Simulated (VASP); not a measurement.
Given:

```xyz
2
Lattice="0.0000 2.7291 2.7291 2.7291 0.0000 2.7291 2.7291 2.7291 0.0000" Properties=species:S:1:pos:R:3 pbc="T T T"
Li     0.0000     0.0000     0.0000
Br     2.7291     2.7291     2.7291
```

These are rev-vdW-DF2, VASP's PBE PAW potentials (set 64) (plane waves; VASP) values and carry that method's errors. Settings: 520 eV cut-off, 9×9×9 Γ-centred mesh, tetrahedra with Blöchl corrections, potentials Li_sv Br.

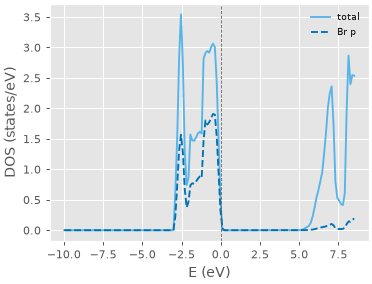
Total and projected density of states, zero at the valence-band maximum

Within 2 eV below the valence-band maximum the largest weight inside VASP's projection spheres is Br p.

The gap is direct, 5.02 eV, from the valence maximum at Γ to the conduction minimum at Γ.

The compound is LiBr in the rock salt structure. It was relaxed first.
